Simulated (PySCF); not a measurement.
# Run report: B2H4 (charge −1), geometry relaxation (part 2 of 2)

B2H4, charge −1, multiplicity 2; HF/jun-cc-pV(D+d)Z, UHF, dispersion D4 (PySCF 2.14.0). The atoms were displaced at random from an optimised geometry.

Geometry of the input (Å):
```
B  -0.0131  -0.7332  -0.1043
B  0.1516  0.7980  -0.2045
H  -0.8122  -1.3453  0.8229
H  -0.0750  -1.5702  -1.2155
H  0.4776  1.3987  -0.8703
H  0.1571  1.3617  1.1838
```

### Output, continued
```
--------------- DFUHF_Scanner gradients ---------------
         x                y                z
0 B    -0.0001954135    -0.0001883034    -0.0003200059
1 B     0.0001903116     0.0001550825     0.0003013493
2 H    -0.0000115200     0.0001895862     0.0001516667
3 H     0.0001893870     0.0000005921    -0.0001470676
4 H    -0.0003218545    -0.0002527288     0.0003919830
5 H     0.0001490894     0.0000957714    -0.0003779255
----------------------------------------------
cycle 9: E = -51.6508323254  dE = -1.16106e-05  norm(grad) = 0.000969043
Step    8 : Displace = 7.305e-03/1.136e-02 (rms/max) Trust = 3.606e-02 (+) Grad = 3.956e-04/5.667e-04 (rms/max) E (change) = -51.6508323254 (-1.161e-05) Quality = 0.770
Hessian Eigenvalues: 1.55927e-02 2.30302e-02 2.58638e-02 ... 3.05405e-01 3.68938e-01 4.61139e-01

Geometry optimization cycle 10
Cartesian coordinates (Angstrom)
 Atom        New coordinates             dX        dY        dZ
   B  -0.222525  -0.818032  -0.126187    0.001028  0.000450  0.000696
   B   0.184281   0.787909  -0.002496   -0.000509  0.000970 -0.001435
   H  -0.661620  -1.479911   0.813252    0.002085 -0.000701  0.000153
   H  -0.115563  -1.465160  -1.167544   -0.002929 -0.000583  0.000711
   H   0.618824   1.449902  -0.943705    0.003038  0.001408 -0.000495
   H   0.082561   1.434873   1.038654   -0.002713 -0.001544  0.000370
converged SCF energy = -51.6508366754501  <S^2> = 0.75532969  2S+1 = 2.0053226
--------------- DFUHF_Scanner gradients ---------------
         x                y                z
0 B     0.0000151407    -0.0000300605     0.0001276576
1 B    -0.0000334840     0.0001703846     0.0000567718
2 H    -0.0000326848     0.0000530153    -0.0000447653
3 H     0.0000430482    -0.0000675985    -0.0001202829
4 H    -0.0000767511    -0.0000815998     0.0001078046
5 H     0.0000847309    -0.0000441410    -0.0001271857
----------------------------------------------
cycle 10: E = -51.6508366755  dE = -4.35004e-06  norm(grad) = 0.000356445
Step    9 : Displace = 2.599e-03/3.508e-03 (rms/max) Trust = 5.099e-02 (+) Grad = 1.455e-04/1.827e-04 (rms/max) E (change) = -51.6508366755 (-4.350e-06) Quality = 1.180
Hessian Eigenvalues: 1.30513e-02 2.32967e-02 2.85237e-02 ... 2.85375e-01 3.76490e-01 4.30758e-01

Geometry optimization cycle 11
Cartesian coordinates (Angstrom)
 Atom        New coordinates             dX        dY        dZ
   B  -0.222630  -0.817900  -0.126347   -0.000105  0.000133 -0.000160
   B   0.184549   0.787843  -0.002828    0.000269 -0.000066 -0.000332
   H  -0.659915  -1.480446   0.813663    0.001705 -0.000535  0.000411
   H  -0.117247  -1.464901  -1.167519   -0.001684  0.000259  0.000025
   H   0.620561   1.449978  -0.943720    0.001737  0.000077 -0.000015
   H   0.080640   1.435005   1.038724   -0.001921  0.000133  0.000070
converged SCF energy = -51.6508372222247  <S^2> = 0.75533114  2S+1 = 2.005324
--------------- DFUHF_Scanner gradients ---------------
         x                y                z
0 B     0.0000034651     0.0000238872     0.0000055913
1 B     0.0000071479    -0.0000464226    -0.0000860357
2 H    -0.0000134075    -0.0000231385    -0.0000166821
3 H     0.0000076481    -0.0000049993     0.0000167367
4 H    -0.0000073508    -0.0000031136    -0.0000169712
5 H     0.0000024972     0.0000537868     0.0000973610
----------------------------------------------
cycle 11: E = -51.6508372222  dE = -5.46775e-07  norm(grad) = 0.000155915
```

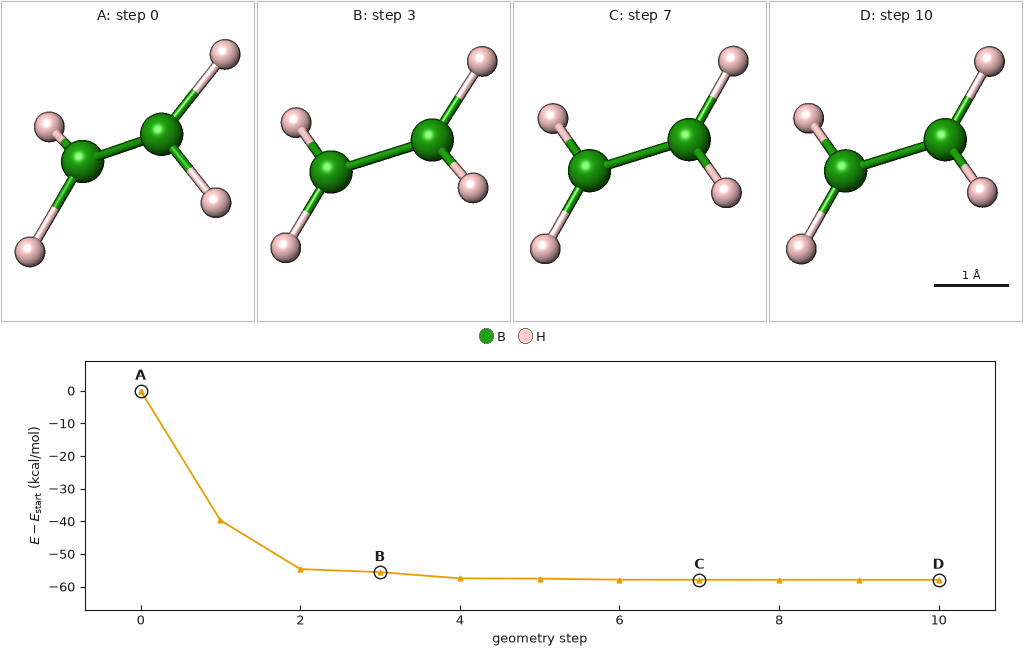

Frames of the relaxation (ball-and-stick view, seen at a tilt) above the curves, on which the letters mark them (steps are counted from 0).

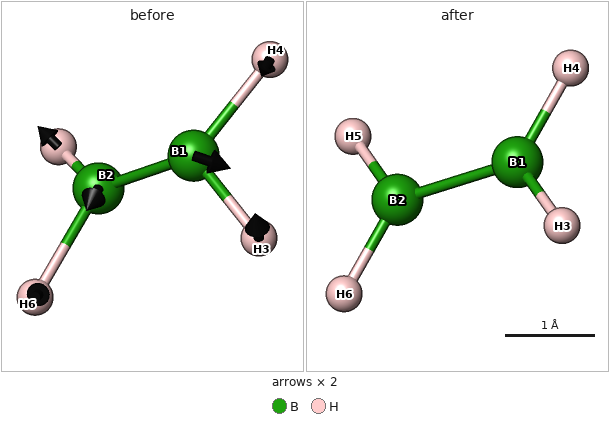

Before (left) and after (right) the relaxation, at one scale (ball-and-stick view, seen at a tilt). The black arrows give the displacements, magnified 2 times. The energy falls by 57.9 kcal/mol in 10 geometry steps. Largest force component: 11 eV/Å at the start, 0.005 eV/Å at the end. B1 moves most after the best rigid fit: 0.23 Å. Largest moves by element: B 0.23 Å, H 0.20 Å. Among the contacts that change: B2–H5 0.954 → 1.230 Å, B2–H6 1.498 → 1.231 Å, B1–H4 1.392 → 1.230 Å, B1–H3 1.369 → 1.230 Å. Among the angles that change: B1–B2–H6 108.3° → 123.4°, B1–B2–H5 134.9° → 123.4°, H3–B1–H4 104.2° → 113.2°. (Atoms are counted from 1 in the order of the input.)

```
Step   10 : Displace = 1.485e-03/1.893e-03 (rms/max) Trust = 7.211e-02 (+) Grad = 6.365e-05/1.113e-04 (rms/max) E (change) = -51.6508372222 (-5.468e-07) Quality = 0.999
Hessian Eigenvalues: 1.30513e-02 2.32967e-02 2.85237e-02 ... 2.85375e-01 3.76490e-01 4.30758e-01
Converged! =D

converged: True
B          -0.22263003       -0.81789989       -0.12634667
B           0.18454918        0.78784338       -0.00282802
H          -0.65991497       -1.48044603        0.81366291
H          -0.11724680       -1.46490131       -1.16751855
H           0.62056095        1.44997836       -0.94372003
H           0.08063967        1.43500549        1.03872435

WARN: HOMO -0.105411661995244 >= LUMO -0.105411661995244

converged SCF energy = -51.6508372222212  <S^2> = 0.75533143  2S+1 = 2.0053243
total energy: -51.65083722 hartree

WARN: System has nonzero charge -1; the dipole moment is origin-dependent.
Location of origin: [0. 0. 0.]

Dipole moment(X, Y, Z, Debye):  0.09142,  0.07181,  0.30997
 ** Mulliken pop       alpha | beta **
pop of  0 B 1s        1.00238 | 1.00206
pop of  0 B 2s        0.28460 | 0.29109
pop of  0 B 3s        0.22273 | 0.15123
pop of  0 B 4s        0.02148 | 0.00742
pop of  0 B 2px       0.20308 | 0.04006
pop of  0 B 2py       0.32806 | 0.32149
pop of  0 B 2pz       0.28172 | 0.26046
pop of  0 B 3px       0.21826 | 0.01088
pop of  0 B 3py       0.11338 | 0.10345
pop of  0 B 3pz       0.10146 | 0.05695
pop of  0 B 4px       0.06057 | 0.00091
pop of  0 B 4py       0.00357 | 0.00144
pop of  0 B 4pz       0.01515 | 0.01082
pop of  0 B 3dxy      0.00504 | 0.00211
pop of  0 B 3dyz      0.01345 | 0.01276
pop of  0 B 3dz^2     0.00535 | 0.00446
pop of  0 B 3dxz      0.00159 | 0.00170
pop of  0 B 3dx2-y2    0.00241 | 0.00376
pop of  1 B 1s        1.00238 | 1.00206
pop of  1 B 2s        0.28460 | 0.29109
pop of  1 B 3s        0.22278 | 0.15126
pop of  1 B 4s        0.02149 | 0.00741
pop of  1 B 2px       0.20305 | 0.03987
pop of  1 B 2py       0.32804 | 0.32146
pop of  1 B 2pz       0.28175 | 0.26062
pop of  1 B 3px       0.21827 | 0.01083
pop of  1 B 3py       0.11341 | 0.10346
pop of  1 B 3pz       0.10150 | 0.05700
pop of  1 B 4px       0.06064 | 0.00089
pop of  1 B 4py       0.00357 | 0.00144
pop of  1 B 4pz       0.01510 | 0.01084
pop of  1 B 3dxy      0.00503 | 0.00210
pop of  1 B 3dyz      0.01346 | 0.01276
pop of  1 B 3dz^2     0.00535 | 0.00447
pop of  1 B 3dxz      0.00159 | 0.00169
pop of  1 B 3dx2-y2    0.00241 | 0.00376
pop of  2 H 1s        0.36429 | 0.37951
pop of  2 H 2s        0.18572 | 0.22264
pop of  2 H 2px       0.00188 | 0.00065
pop of  2 H 2py       0.00239 | 0.00230
pop of  2 H 2pz       0.00355 | 0.00337
pop of  3 H 1s        0.36429 | 0.37952
pop of  3 H 2s        0.18573 | 0.22266
pop of  3 H 2px       0.00137 | 0.00018
pop of  3 H 2py       0.00233 | 0.00225
pop of  3 H 2pz       0.00411 | 0.00389
pop of  4 H 1s        0.36428 | 0.37951
pop of  4 H 2s        0.18571 | 0.22266
pop of  4 H 2px       0.00187 | 0.00065
pop of  4 H 2py       0.00239 | 0.00230
pop of  4 H 2pz       0.00356 | 0.00337
pop of  5 H 1s        0.36423 | 0.37946
pop of  5 H 2s        0.18577 | 0.22271
pop of  5 H 2px       0.00137 | 0.00018
pop of  5 H 2py       0.00233 | 0.00225
pop of  5 H 2pz       0.00411 | 0.00389
In total             8.00000 | 7.00000
 ** Mulliken atomic charges   ( Nelec_alpha | Nelec_beta ) **
charge of  0B =     -0.16732  (     2.88428      2.28304 )
charge of  1B =     -0.16744  (     2.88443      2.28301 )
charge of  2H =     -0.16630  (     0.55782      0.60848 )
charge of  3H =     -0.16633  (     0.55783      0.60850 )
charge of  4H =     -0.16630  (     0.55781      0.60849 )
charge of  5H =     -0.16631  (     0.55782      0.60849 )
```

### Trajectory as extended XYZ (Å, eV, eV/Å), 11 frames, from step=0 to step=10
```
6
Properties=species:S:1:pos:R:3:forces:R:3 step=0 energy=-1402.97995
B    -0.0131   -0.7332   -0.1043   -3.1247  -4.5905  -0.9265
B     0.1516    0.7980   -0.2045   -2.5158  -4.3606  10.8441
H    -0.8122   -1.3453    0.8229    1.4903   0.6872  -0.7582
H    -0.0750   -1.5702   -1.2155    0.5713   0.8342   1.2095
H     0.4776    1.3987   -0.8703    3.7811   7.6411  -8.4538
H     0.1571    1.3617    1.1838   -0.2021  -0.2113  -1.9151
6
Properties=species:S:1:pos:R:3:forces:R:3 step=1 energy=-1404.70100
B    -0.0660   -0.8202   -0.0993   -2.3775  -2.2375  -0.9021
B     0.1521    0.7783   -0.1030    0.1902   0.1203   4.1238
H    -0.7939   -1.4500    0.7985    1.2247   0.5974  -0.6343
H    -0.0990   -1.5531   -1.2172    0.4628   0.7867   1.2557
H     0.5294    1.4640   -0.9039    0.7824   1.6227  -2.2837
H     0.1633    1.4906    1.1368   -0.2826  -0.8895  -1.5594
6
Properties=species:S:1:pos:R:3:forces:R:3 step=2 energy=-1405.34802
B    -0.2341   -0.8360   -0.1302    0.0999   1.4003   0.6301
B     0.1667    0.7671   -0.0572   -0.1371  -0.3595   0.8500
H    -0.6857   -1.4031    0.8306   -0.1827  -0.4806   0.2733
H    -0.0551   -1.4086   -1.1211    0.0503  -1.3025  -1.3475
H     0.5829    1.4655   -0.9339    0.2220   0.3319  -0.6576
H     0.1112    1.3248    1.0238   -0.0524   0.4103   0.2517
6
Properties=species:S:1:pos:R:3:forces:R:3 step=3 energy=-1405.38884
B    -0.2273   -0.7875   -0.1381    0.1621  -0.7558  -0.4631
B     0.2026    0.8120    0.0191   -0.2460  -0.4313  -0.3124
H    -0.6667   -1.5010    0.7363   -0.2167   0.0656   0.6851
H    -0.1284   -1.5677   -1.1293    0.1221   0.8429   0.0565
H     0.5864    1.4843   -0.9051    0.2601   0.2288  -0.4837
H     0.1193    1.4696    1.0290   -0.0816   0.0498   0.5176
6
Properties=species:S:1:pos:R:3:forces:R:3 step=4 energy=-1405.47136
B    -0.2321   -0.8107   -0.1344    0.2072  -0.3430  -0.3181
B     0.1986    0.7888    0.0015   -0.2656  -0.1542   0.1105
H    -0.6764   -1.4583    0.8106   -0.0403  -0.0438  -0.0039
H    -0.0950   -1.5055   -1.1792   -0.1084   0.4004   0.4534
H     0.5881    1.4603   -0.9286    0.2062   0.1887  -0.3179
H     0.1028    1.4350    1.0421    0.0008  -0.0480   0.0759
6
Properties=species:S:1:pos:R:3:forces:R:3 step=5 energy=-1405.47474
B    -0.2112   -0.8158   -0.1320   -0.1697   0.2564   0.4292
B     0.1845    0.7941   -0.0229   -0.0117  -0.1318   0.3037
H    -0.6741   -1.4700    0.8053    0.0618   0.0751   0.0360
H    -0.1112   -1.4675   -1.1349    0.0907  -0.3425  -0.5972
H     0.6095    1.4700   -0.9526    0.0142   0.0483  -0.0400
H     0.0885    1.3988    1.0491    0.0148   0.0945  -0.1317
6
Properties=species:S:1:pos:R:3:forces:R:3 step=6 energy=-1405.48872
B    -0.2154   -0.8194   -0.1292   -0.0978   0.1101   0.1335
B     0.1813    0.7897   -0.0083    0.0293  -0.0926   0.1010
H    -0.6749   -1.4708    0.8088    0.0370  -0.0082   0.0086
H    -0.1061   -1.4693   -1.1577    0.0289  -0.0927  -0.1572
H     0.6065    1.4563   -0.9446    0.0291   0.0554  -0.0754
H     0.0945    1.4230    1.0429   -0.0265   0.0279  -0.0105
6
Properties=species:S:1:pos:R:3:forces:R:3 step=7 energy=-1405.49043
B    -0.2225   -0.8165   -0.1276    0.0136  -0.0158  -0.0265
B     0.1866    0.7894   -0.0057   -0.0431  -0.0500   0.0674
H    -0.6672   -1.4732    0.8135    0.0082  -0.0007  -0.0066
H    -0.1095   -1.4706   -1.1656   -0.0135   0.0208   0.0254
H     0.6118    1.4540   -0.9463    0.0274   0.0319  -0.0231
H     0.0868    1.4265    1.0436    0.0074   0.0137  -0.0366
6
Properties=species:S:1:pos:R:3:forces:R:3 step=8 energy=-1405.49075
B    -0.2236   -0.8185   -0.1269    0.0100   0.0097   0.0165
B     0.1848    0.7869   -0.0011   -0.0098  -0.0080  -0.0155
H    -0.6637   -1.4792    0.8131    0.0006  -0.0097  -0.0078
H    -0.1126   -1.4646   -1.1683   -0.0097   0.0000   0.0076
H     0.6158    1.4485   -0.9432    0.0165   0.0130  -0.0202
H     0.0853    1.4364    1.0383   -0.0077  -0.0049   0.0194
6
Properties=species:S:1:pos:R:3:forces:R:3 step=9 energy=-1405.49087
B    -0.2225   -0.8180   -0.1262   -0.0008   0.0015  -0.0066
B     0.1843    0.7879   -0.0025    0.0017  -0.0088  -0.0029
H    -0.6616   -1.4799    0.8133    0.0017  -0.0027   0.0023
H    -0.1156   -1.4652   -1.1675   -0.0022   0.0035   0.0062
H     0.6188    1.4499   -0.9437    0.0039   0.0042  -0.0055
H     0.0826    1.4349    1.0387   -0.0044   0.0023   0.0065
6
Properties=species:S:1:pos:R:3:forces:R:3 step=10 energy=-1405.49088
B    -0.2226   -0.8179   -0.1263   -0.0002  -0.0012  -0.0003
B     0.1845    0.7878   -0.0028   -0.0004   0.0024   0.0044
H    -0.6599   -1.4804    0.8137    0.0007   0.0012   0.0009
H    -0.1172   -1.4649   -1.1675   -0.0004   0.0003  -0.0009
H     0.6206    1.4500   -0.9437    0.0004   0.0002   0.0009
H     0.0806    1.4350    1.0387   -0.0001  -0.0028  -0.0050
```

### Results in brief

```tsv
quantity	value
outcome	converged
total energy	−51.650837 hartree
dispersion energy	−0.010975 hartree
basis functions	56
⟨S²⟩	0.755
hardware	1 thread of Arm Neoverse V2, 24 GiB of memory available, shared host
wall time	5.1 s
peak memory	0.17 GiB
```

The record of the run, not the program, notes: dipole of an ion depends on the origin.
